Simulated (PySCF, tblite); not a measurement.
**C6H15PSi: geometry, infrared bands and NMR shifts**

What infrared bands and NMR shifts should C6H15PSi (`CCP1C[C@@H](C)[C@@H]1[SiH3]`) show?

Computed with tblite 0.8.0 and PySCF 2.14.0, with density-fitted response routines of our own, on a single molecule in the gas phase. Atoms count from 0, in the outputs and in this text.

### 1 The molecule as given

23 atoms, charge 0, multiplicity 1; geometry from: force field or distance geometry start.

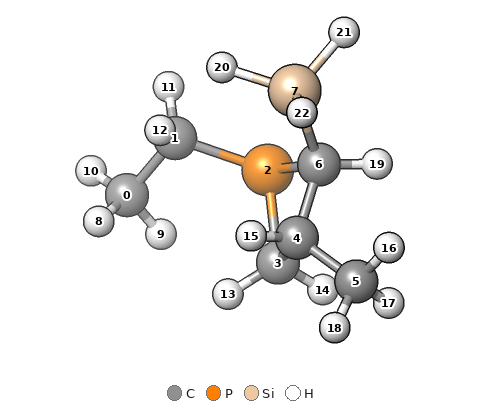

As it starts; carbon grey, phosphorus orange, silicon light orange, hydrogen white, atoms numbered.

### 2 Relaxing the molecule with GFN2-xTB

What the job is given:

```
{"job": {"kind": "relax", "xc": "GFN2-xTB", "basis": "xTB"}, "charge": 0, "multiplicity": 1}
C      2.961200    -0.579600    -0.498300
C      2.127700     0.652300    -0.168400
P      0.813300     0.131400     1.024800
C     -0.080900    -1.400100     0.453800
C     -1.137400    -0.597900    -0.254300
C     -2.522800    -1.188300    -0.066200
C     -0.899300     0.662600     0.531500
Si    -1.011200     2.257600    -0.414700
H      2.719900    -0.890100    -1.534900
H      2.686700    -1.386100     0.224100
H      4.020700    -0.346100    -0.355000
H      2.764400     1.452600     0.285000
H      1.691200     1.029300    -1.106600
H      0.539700    -2.043700    -0.215200
H     -0.464300    -1.973400     1.337000
H     -0.927600    -0.448900    -1.319900
H     -3.273000    -0.378400    -0.046000
H     -2.526000    -1.744500     0.890600
H     -2.751200    -1.923100    -0.863800
H     -1.578900     0.688000     1.406000
H      0.252200     2.544500    -1.085700
H     -1.312900     3.311000     0.553900
H     -2.096100     2.198100    -1.408500
```

Started as:

```
$ OMP_NUM_THREADS=1 python probes_run.py task.json out
```

One launch serves the whole session: the jobs run in the order shown.

The program printed:

```text
step      E/eV     max force
  0    -672.04949    2.740
  1    -672.28211    1.500
  2    -672.40878    0.716
  3    -672.46335    0.642
  4    -672.50248    0.531
  5    -672.52596    0.407
  6    -672.54339    0.360
  7    -672.55990    0.371
  8    -672.57895    0.466
  9    -672.59681    0.477
 10    -672.60960    0.308
 11    -672.61986    0.324
 12    -672.63139    0.300
 13    -672.64279    0.283
 14    -672.65215    0.215
 15    -672.65933    0.195
 16    -672.66582    0.209
 17    -672.67236    0.191
 18    -672.67784    0.158
 19    -672.68151    0.114
 20    -672.68454    0.115
 21    -672.68819    0.166
 22    -672.69294    0.187
 23    -672.69845    0.175
 24    -672.70390    0.165
 25    -672.70902    0.152
 26    -672.71432    0.175
 27    -672.72016    0.197
 28    -672.72589    0.176
 29    -672.73067    0.142
 30    -672.73485    0.138
 31    -672.73900    0.154
 32    -672.74290    0.147
 33    -672.74651    0.152
 34    -672.75005    0.176
 35    -672.75385    0.183
 36    -672.75765    0.238
 37    -672.76199    0.176
 38    -672.76592    0.142
 39    -672.76951    0.135
 40    -672.77158    0.117
 41    -672.77473    0.118
 42    -672.77763    0.159
 43    -672.78124    0.203
 44    -672.78417    0.151
 45    -672.78686    0.122
 46    -672.78949    0.142
 47    -672.79314    0.150
 48    -672.79663    0.164
 49    -672.79999    0.143
 50    -672.80281    0.151
 51    -672.80567    0.161
 52    -672.80782    0.174
 53    -672.81209    0.127
 54    -672.81715    0.101
 55    -672.82035    0.110
 56    -672.82275    0.128
 57    -672.82594    0.099
 58    -672.82841    0.097
 59    -672.83065    0.108
 60    -672.83300    0.132
 61    -672.83598    0.103
 62    -672.83886    0.075
 63    -672.84005    0.076
 64    -672.84258    0.110
 65    -672.84462    0.118
 66    -672.84702    0.130
 67    -672.84913    0.124
 68    -672.85123    0.133
 69    -672.85272    0.150
 70    -672.85543    0.115
 71    -672.85776    0.083
 72    -672.85947    0.077
 73    -672.86101    0.086
 74    -672.86260    0.093
 75    -672.86437    0.119
 76    -672.86580    0.103
 77    -672.86715    0.097
 78    -672.86844    0.092
 79    -672.86977    0.075
 80    -672.87092    0.079
 81    -672.87190    0.077
 82    -672.87282    0.092
 83    -672.87390    0.087
 84    -672.87485    0.071
 85    -672.87551    0.043
 86    -672.87585    0.048
 87    -672.87612    0.053
 88    -672.87646    0.050
 89    -672.87689    0.038
 90    -672.87731    0.037
 91    -672.87769    0.044
 92    -672.87807    0.041
 93    -672.87849    0.037
 94    -672.87888    0.037
 95    -672.87917    0.031
 96    -672.87938    0.037
 97    -672.87960    0.032
 98    -672.87989    0.041
 99    -672.88021    0.049
100    -672.88050    0.037
101    -672.88074    0.029
102    -672.88095    0.033
103    -672.88116    0.034
104    -672.88135    0.031
105    -672.88153    0.029
106    -672.88174    0.044
107    -672.88203    0.056
108    -672.88244    0.055
109    -672.88293    0.068
110    -672.88339    0.053
111    -672.88376    0.047
112    -672.88405    0.043
113    -672.88437    0.054
114    -672.88481    0.067
115    -672.88538    0.050
116    -672.88584    0.049
117    -672.88619    0.050
118    -672.88654    0.051
119    -672.88705    0.065
120    -672.88769    0.058
121    -672.88830    0.054
122    -672.88867    0.048
123    -672.88904    0.039
124    -672.88932    0.030
125    -672.88968    0.038
126    -672.88993    0.036
127    -672.89015    0.030
128    -672.89033    0.027
129    -672.89051    0.030
130    -672.89070    0.031
131    -672.89090    0.031
132    -672.89113    0.037
133    -672.89139    0.041
134    -672.89168    0.038
135    -672.89198    0.041
136    -672.89228    0.036
137    -672.89253    0.031
138    -672.89276    0.026
139    -672.89297    0.028
140    -672.89322    0.037
141    -672.89348    0.042
142    -672.89374    0.037
143    -672.89401    0.040
144    -672.89434    0.041
145    -672.89468    0.052
146    -672.89507    0.054
147    -672.89538    0.033
148    -672.89562    0.036
149    -672.89578    0.027
150    -672.89594    0.031
151    -672.89605    0.029
152    -672.89614    0.023
153    -672.89619    0.017
154    -672.89625    0.016
155    -672.89630    0.022
156    -672.89636    0.025
157    -672.89642    0.019
158    -672.89646    0.015
159    -672.89651    0.015
160    -672.89657    0.023
161    -672.89667    0.032
162    -672.89680    0.034
163    -672.89692    0.020
164    -672.89701    0.021
165    -672.89709    0.020
166    -672.89717    0.021
167    -672.89725    0.021
168    -672.89730    0.014
169    -672.89734    0.012
170    -672.89736    0.009
```

Run time: 1.9 s. Hardware: 1 thread of Intel Xeon Platinum 8375C at 2.90GHz, shared host.

Along the way: (not every step is listed)

| step | energy from step 0 (eV) | largest force (eV/Å) |
| --- | --- | --- |
| 0 | 0.0000 | 2.7401 |
| 1 | -0.2326 | 1.5003 |
| 2 | -0.3593 | 0.7163 |
| 3 | -0.4139 | 0.6424 |
| 4 | -0.4530 | 0.5309 |
| 5 | -0.4765 | 0.4074 |
| 6 | -0.4939 | 0.3596 |
| 7 | -0.5104 | 0.3708 |
| 8 | -0.5295 | 0.4659 |
| 23 | -0.6490 | 0.1751 |
| 38 | -0.7164 | 0.1425 |
| 53 | -0.7626 | 0.1269 |
| 68 | -0.8017 | 0.1332 |
| 83 | -0.8244 | 0.0867 |
| 98 | -0.8304 | 0.0414 |
| 113 | -0.8349 | 0.0537 |
| 128 | -0.8408 | 0.0272 |
| 143 | -0.8445 | 0.0400 |
| 158 | -0.8470 | 0.0153 |
| 165 | -0.8476 | 0.0202 |
| 166 | -0.8477 | 0.0207 |
| 167 | -0.8478 | 0.0208 |
| 168 | -0.8478 | 0.0144 |
| 169 | -0.8478 | 0.0124 |
| 170 | -0.8479 | 0.0088 |

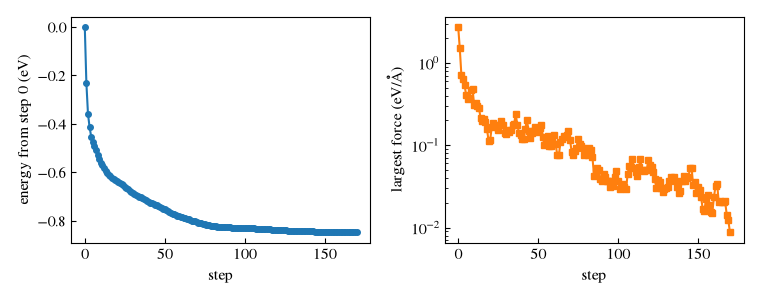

Energy and largest force along the relaxation.

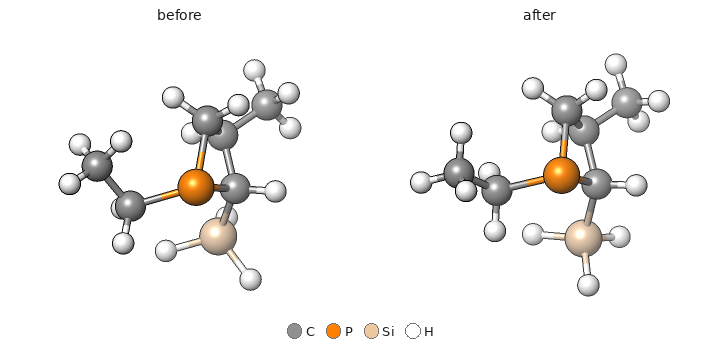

Before and after, at one scale.

Close pairs (by a distance rule), those that changed most:

| bond | before (Å) | after (Å) | change (Å) |
| --- | --- | --- | --- |
| C6–Si7 | 1.858 | 1.897 | +0.039 |
| C4–C6 | 1.504 | 1.542 | +0.037 |
| C3–C4 | 1.504 | 1.537 | +0.033 |
| C3–H14 | 1.121 | 1.091 | -0.029 |
| C0–H9 | 1.117 | 1.088 | -0.029 |
| C3–H13 | 1.117 | 1.090 | -0.027 |
| P2–C6 | 1.860 | 1.885 | +0.025 |
| C1–H11 | 1.119 | 1.094 | -0.025 |

The next job starts from the end point, and lists it.

### 3 Infrared spectrum with GFN2-xTB

What the job is given:

```
{"job": {"kind": "ir", "xc": "GFN2-xTB", "basis": "xTB"}, "charge": 0, "multiplicity": 1}
C      3.202973    -0.402191    -0.228966
C      1.897563     0.382775    -0.272657
P      0.781910    -0.128819     1.134104
C     -0.115260    -1.545534     0.290022
C     -1.160161    -0.604065    -0.329052
C     -2.597075    -1.092476    -0.266004
C     -0.851251     0.617247     0.559824
Si    -0.942899     2.348874    -0.208330
H      3.011751    -1.469686    -0.326964
H      3.715440    -0.238187     0.717085
H      3.865314    -0.095845    -1.037011
H      2.100140     1.450496    -0.149965
H      1.394287     0.236242    -1.230621
H      0.471909    -2.141795    -0.408246
H     -0.556059    -2.210519     1.034522
H     -0.910567    -0.393911    -1.373232
H     -3.272303    -0.329354    -0.648922
H     -2.878112    -1.316805     0.761763
H     -2.721351    -1.995101    -0.862036
H     -1.502826     0.589405     1.441819
H     -0.237799     2.377037    -1.493099
H     -0.347935     3.317819     0.711664
H     -2.352439     2.671379    -0.446501
```

The program printed:

```text
mode    cm-1     km/mol
  1      66.8      0.14
  2      87.9      0.24
  3      97.5      0.12
  4     122.3      0.01
  5     141.5      0.18
  6     184.9      0.03
  7     212.5      0.09
  8     245.7      0.63
  9     262.4      0.14
 10     279.3      0.12
 11     329.9      0.08
 12     429.8      3.04
 13     482.9      9.97
 14     518.3     21.13
 15     546.6     55.57
 16     653.9      6.77
 17     691.3     27.79
 18     726.4     17.88
 19     751.4     13.75
 20     771.7    183.43
 21     786.1    366.67
 22     804.4    165.99
 23     809.3    129.61
 24     854.6     30.07
 25     924.1     15.97
 26     964.4      4.46
 27     977.9      0.52
 28     999.5     12.28
 29    1009.1      0.24
 30    1062.0      3.31
 31    1080.9      4.90
 32    1111.0     10.87
 33    1124.8     17.21
 34    1146.7      6.13
 35    1178.9      1.71
 36    1219.7      2.10
 37    1226.2      0.44
 38    1248.7      4.27
 39    1285.4      6.54
 40    1333.7      6.99
 41    1409.1      4.37
 42    1410.6      1.79
 43    1440.5      1.12
 44    1450.9      0.43
 45    1497.7      2.69
 46    1498.3      2.53
 47    1501.1      2.14
 48    1501.8      1.01
 49    2241.2    370.11
 50    2249.4    221.33
 51    2271.7    286.32
 52    2896.6     30.57
 53    2932.7     29.93
 54    2945.7     22.26
 55    2955.8     20.43
 56    2969.3     39.40
 57    2977.5     24.33
 58    3013.8     45.07
 59    3018.3     10.68
 60    3018.9     70.28
 61    3020.5     42.72
 62    3026.5     26.01
 63    3029.8     17.69
```

Wall time 1.3 s (1 thread of Intel Xeon Platinum 8375C at 2.90GHz, shared host).

The strongest bands and the atoms that carry them (share of the mass-weighted mode):

| cm⁻¹ | km/mol | atoms |
| --- | --- | --- |
| 772 | 183.4 | H21 55 %, H22 27 %, H20 10 % |
| 786 | 366.7 | H20 33 %, H21 32 %, H22 23 % |
| 804 | 166.0 | H20 19 %, C6 12 %, H22 12 % |
| 809 | 129.6 | H20 32 %, H22 30 % |
| 2241 | 370.1 | H20 74 %, H22 22 % |
| 2249 | 221.3 | H22 75 %, H20 22 % |
| 2272 | 286.3 | H21 97 % |
| 3019 | 70.3 | H8 41 %, H10 15 %, H9 15 %, H18 15 % |

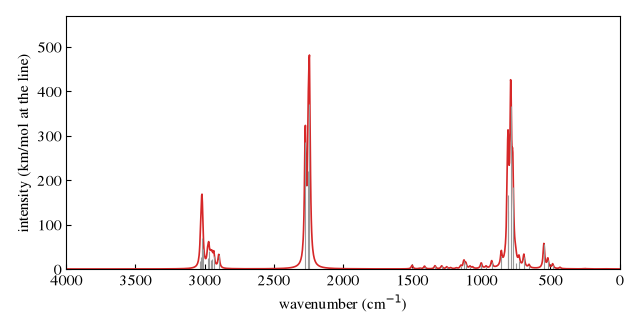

The infrared spectrum from these modes, unscaled. Lines are broadened to a width of 14 cm⁻¹ (Lorentzian).

### 4 Nuclear shieldings: PBE0/pcSseg-1

Same as in step 3 but for these lines:

```diff
@@ -1,2 +1,2 @@
-{"job": {"kind": "ir", "xc": "GFN2-xTB", "basis": "xTB"}, "charge": 0, "multiplicity": 1}
+{"job": {"kind": "nmr", "xc": "PBE0", "basis": "pcSseg-1"}, "charge": 0, "multiplicity": 1}
 C      3.202973    -0.402191    -0.228966
```

With the program's defaults for keys left out, this is: GIAO PBE0/pcSseg-1 NMR shielding, non-relativistic, gas phase.

The program printed:

```text
coarse grid: 19064 points
cycle   1  E = -867.7836375556  dE =  6.189e-01  |g| = 4.649e-01  |ddm| = 4.236e+00
cycle   2  E = -867.7596721352  dE =  2.397e-02  |g| = 5.555e-01  |ddm| = 9.374e-01
cycle   3  E = -867.8404250543  dE = -8.075e-02  |g| = 6.516e-02  |ddm| = 5.943e-01
cycle   4  E = -867.8413316037  dE = -9.065e-04  |g| = 3.058e-02  |ddm| = 1.173e-01
cycle   5  E = -867.8415621279  dE = -2.305e-04  |g| = 6.142e-03  |ddm| = 3.422e-02
cycle   6  E = -867.8415706998  dE = -8.572e-06  |g| = 2.538e-03  |ddm| = 9.487e-03
final grid: 171680 points
cycle   7  E = -867.8914321030  dE = -5.375e-05  |g| = 1.092e-02  |ddm| = 4.450e-02
cycle   8  E = -867.8914116048  dE =  2.050e-05  |g| = 1.407e-02  |ddm| = 2.265e-02
cycle   9  E = -867.8914629673  dE = -5.136e-05  |g| = 7.537e-04  |ddm| = 1.392e-02
cycle  10  E = -867.8914630936  dE = -1.263e-07  |g| = 2.904e-04  |ddm| = 1.225e-03
cycle  11  E = -867.8914631133  dE = -1.970e-08  |g| = 7.719e-05  |ddm| = 3.200e-04
cycle  12  E = -867.8914631147  dE = -1.394e-09  |g| = 3.125e-05  |ddm| = 1.260e-04
cycle  13  E = -867.8914631150  dE = -2.551e-10  |g| = 4.726e-06  |ddm| = 4.122e-05
converged SCF energy = -867.8914631150

GIAO shielding tensors (ppm)
atom      isotropic    diamagn.    paramagn.     s11        s22        s33       span
  0 C      174.618     245.054     -70.436    163.487    172.262    188.105     24.618
  1 C      162.085     256.293     -94.208    154.530    164.828    166.897     12.367
  2 P      331.267     967.480    -636.213    237.092    365.729    390.980    153.888
  3 C      156.058     254.682     -98.624    136.545    156.468    175.159     38.614
  4 C      146.850     249.380    -102.530    122.961    147.107    170.482     47.521
  5 C      158.951     245.864     -86.913    143.855    147.182    185.815     41.960
  6 C      163.511     259.466     -95.955    144.753    159.432    186.348     41.594
  7 Si     426.962     881.060    -454.099    391.203    421.734    467.947     76.744
  8 H       30.788      29.751       1.037     25.543     30.352     36.470     10.928
  9 H       30.601      28.616       1.985     25.996     28.349     37.458     11.462
 10 H       30.165      27.423       2.742     25.013     27.398     38.084     13.071
 11 H       30.139      33.492      -3.353     24.440     30.500     35.476     11.036
 12 H       29.413      35.438      -6.025     24.378     30.288     33.574      9.196
 13 H       29.997      33.171      -3.174     25.845     28.626     35.520      9.675
 14 H       29.874      33.617      -3.744     26.782     28.782     34.057      7.274
 15 H       28.576      34.619      -6.043     25.895     28.762     31.071      5.176
 16 H       30.459      29.810       0.650     25.675     28.603     37.100     11.425
 17 H       30.629      30.807      -0.178     27.241     29.603     35.042      7.801
 18 H       30.520      29.144       1.376     26.166     27.569     37.825     11.659
 19 H       30.189      35.001      -4.812     28.167     29.097     33.304      5.137
 20 H       27.813      30.499      -2.686     23.885     27.888     31.667      7.783
 21 H       27.960      29.785      -1.826     24.704     25.414     33.760      9.056
 22 H       27.827      29.696      -1.870     23.846     26.072     33.563      9.717
```

Run time: 50 s. Hardware: 1 thread of Intel Xeon Platinum 8375C at 2.90GHz, shared host; peak memory 1.1 GiB.

Shifts follow as δ = σ(reference) − σ, with reference shieldings (ppm) from runs at the same level and on the same kind of geometry: ¹H TMS 31.72, ¹³C TMS 186.9, ²⁹Si TMS 349.2, ³¹P H3PO4 318.4. The references are single molecules in the gas phase, so shifts against H2O, NH3, PH3, H3PO4 or CFCl3 are not on the usual liquid scales and can be off by tens of ppm. Atoms listed in one row are averaged.

| atoms | environment | σ (ppm) | δ (ppm) | δ scaled to CDCl3 |
| --- | --- | --- | --- | --- |
| C4 | sp3 CH in a ring | 146.9 | 40.1 | 37.2 |
| C3 | sp3 CH2 bonded to P | 156.1 | 30.9 | 28.2 |
| C5 | methyl carbon | 159.0 | 28.0 | 25.4 |
| C1 | sp3 CH2 bonded to P | 162.1 | 24.8 | 22.3 |
| C6 | sp3 CH bonded to P and Si | 163.5 | 23.4 | 20.9 |
| C0 | methyl carbon | 174.6 | 12.3 | 10.1 |
| H20, H21, H22 | hydrogen on a silicon bonded to C | 27.87 | 3.85 | – |
| H15 | hydrogen on an sp3 CH in a ring | 28.58 | 3.14 | 3.07 |
| H12 | hydrogen on an sp3 CH2 bonded to P | 29.41 | 2.30 | 2.28 |
| H14 | hydrogen on an sp3 CH2 bonded to P | 29.87 | 1.84 | 1.84 |
| H13 | hydrogen on an sp3 CH2 bonded to P | 30.00 | 1.72 | 1.73 |
| H11 | hydrogen on an sp3 CH2 bonded to P | 30.14 | 1.58 | 1.59 |
| H19 | hydrogen on an sp3 CH bonded to P and Si | 30.19 | 1.53 | 1.55 |
| H8, H9, H10 | hydrogen on a methyl carbon | 30.52 | 1.20 | 1.24 |
| H16, H17, H18 | hydrogen on a methyl carbon | 30.54 | 1.18 | 1.22 |
| P2 | phosphorus bonded to 3 C, in a 4-membered ring | 331.3 | -12.9 | – |
| Si7 | silicon bonded to C, 3 H | 427.0 | -77.8 | – |

The scaled column applies a straight-line fit of computed shieldings to shifts measured in CDCl3 (root-mean-square error 0.16 ppm for H, 1.9 ppm for C).

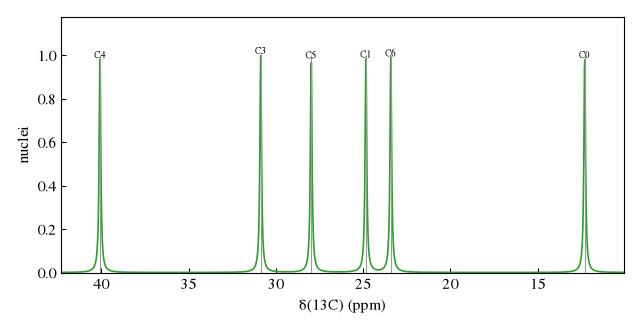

¹³C lines at the computed shifts, without couplings. Lines are broadened to a width of 0.11 ppm (Lorentzian).

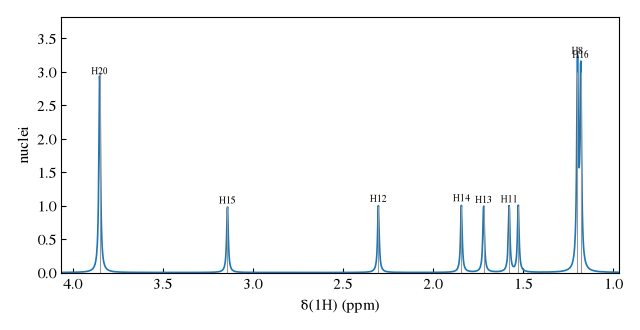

¹H lines at the computed shifts, without couplings. Lines are broadened to a width of 0.01 ppm (Lorentzian).

Charges from the same density, by scheme (e):

| atoms | Mulliken | IAO | Hirshfeld | ESP fit |
| --- | --- | --- | --- | --- |
| C0 | -0.25 | -0.41 | -0.12 | -0.46 |
| C1 | -0.50 | -0.43 | -0.11 | 0.44 |
| P2 | 0.37 | 0.46 | 0.14 | -0.48 |
| C3 | -0.33 | -0.44 | -0.12 | 0.16 |
| C4 | -0.30 | -0.09 | -0.02 | 0.13 |
| C5 | -0.18 | -0.42 | -0.12 | -0.74 |
| C6 | -0.67 | -0.56 | -0.16 | 0.10 |
| Si7 | 0.53 | 0.58 | 0.30 | 0.24 |

Mulliken charges:

C0 -0.25; C1 -0.50; P2 0.37; C3 -0.33; C4 -0.30; C5 -0.18; C6 -0.67; Si7 0.53; H8 0.11; H9 0.12; H10 0.12; H11 0.16; H12 0.15; H13 0.14; H14 0.14; H15 0.13; H16 0.12; H17 0.10; H18 0.12; H19 0.17; H20 -0.08; H21 -0.08; H22 -0.08

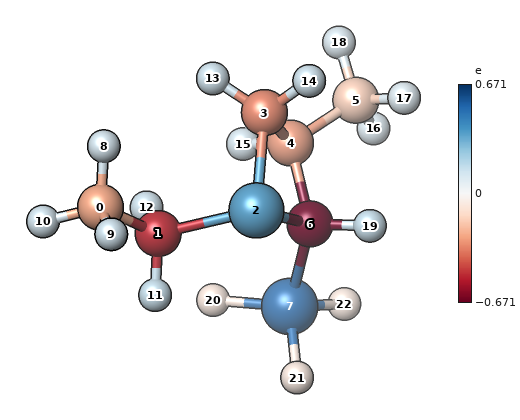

Mulliken charges, as colours on the atoms.

Mayer bond orders: C0–C1 1.05, C1–P2 0.95, P2–C3 0.97, C3–C4 0.97, C4–C5 1.05, C4–C6 0.93, C6–Si7 0.88, C6–P2 0.94.

Ring of atoms P2, C3, C4, C6: NICS(0) 2.0, NICS(1) 0.3, NICS(1)zz 7.7 ppm (means of both faces).

### 5 What came out

| quantity | value |
| --- | --- |
| strongest single infrared mode (GFN2-xTB) | 2241 cm⁻¹, 370 km/mol |
| zero-point energy (GFN2-xTB) | 118.7 kcal/mol |
| ¹³C shifts against TMS (PBE0/pcSseg-1) | 40.1, 30.9, 28.0, 24.8, 23.4, 12.3 ppm |
| ¹H shifts against TMS (PBE0/pcSseg-1, means over atoms taken as alike) | 3.85, 3.14, 2.30, 1.84, 1.72, 1.58, 1.53, 1.20, 1.18 ppm |
| ³¹P shifts against H3PO4 (PBE0/pcSseg-1) | -12.9 ppm |
| ²⁹Si shifts against TMS (PBE0/pcSseg-1) | -77.8 ppm |

What this shows: The optimisation took 170 steps and gained 0.848 eV; among the close pairs (by a distance rule), C6–Si7 changed most, from 1.858 to 1.897 Å. No mode is imaginary among the 63: a minimum at this level. The strongest single mode, at 2241 cm⁻¹, moves mainly H20. GFN2-xTB is a fitted tight-binding method: band positions and strengths are rough. Its intensities can rank the bands wrongly. At PBE0/pcSseg-1: The widest tensor belongs to P2: span 154 ppm, with a paramagnetic part of -636 ppm.
